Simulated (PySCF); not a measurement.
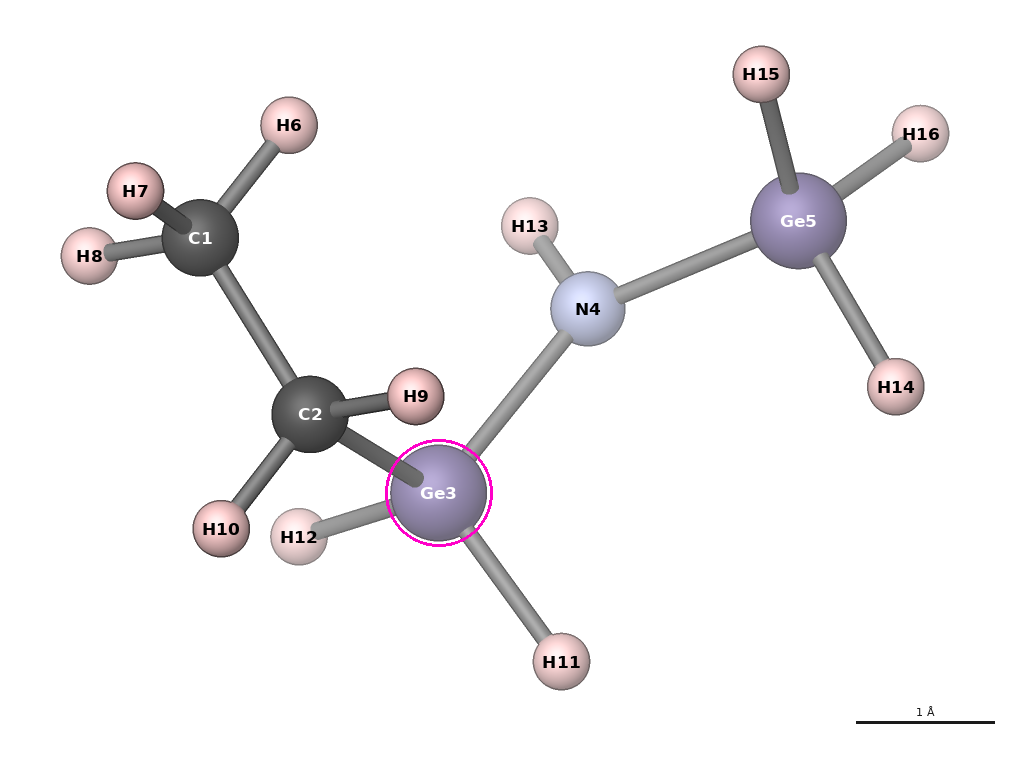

Orthographic view. Depth is shown by fading: the farther an atom, the more it takes the colour of the background. The computed structure is the end point of a PBE0-D3(BJ)/def2-SVP optimisation. No frequency run is at hand to confirm it as a minimum.

Q: Name the neighbours of the circled atom.

A: The circled atom is Ge3; it is bonded to C2, N4, H11, H12.

Q: What is the shortest path along bonds from the circled atom to H16?

A: Ge3–N4–Ge5–H16, 3 bonds; through space the two are 4.47 Å apart.

Q: Of C2 and Ge3, which is nearer the viewer?

A: C2; the bond to Ge3 points away from the viewer, so it looks shorter than its 1.96 Å.
